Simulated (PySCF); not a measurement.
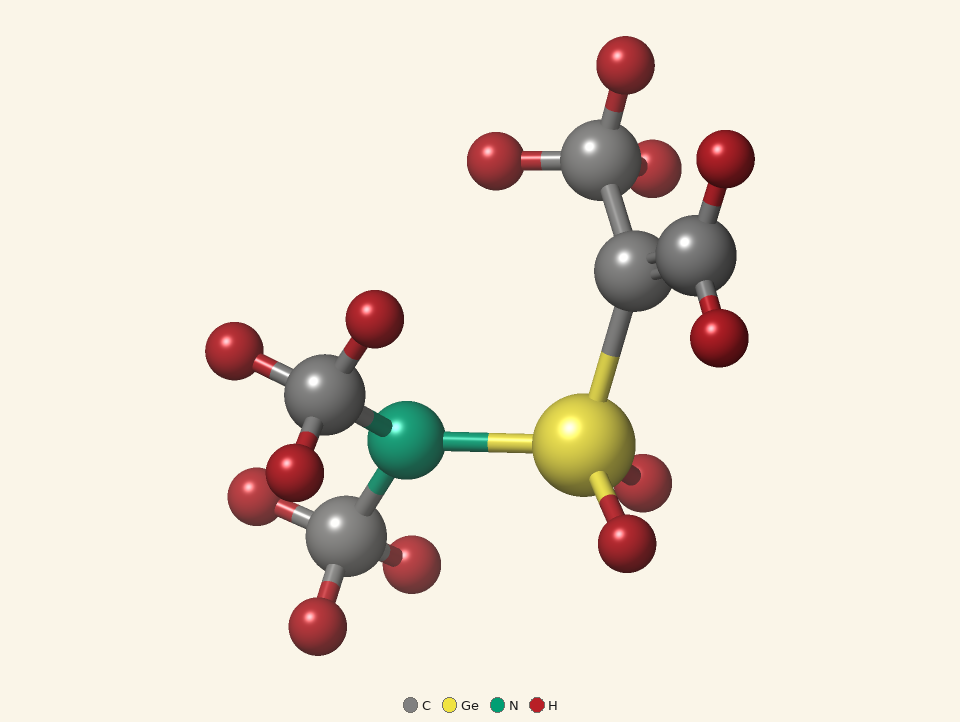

Computed geometry: PBE0-D3(BJ)/def2-SVP optimisation. No frequency run is at hand to confirm it as a minimum.

Draw it as a skeletal formula.

SMILES: C=[C](C)[GeH2][N](C)C

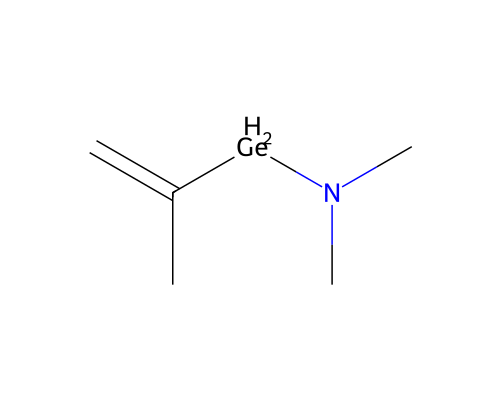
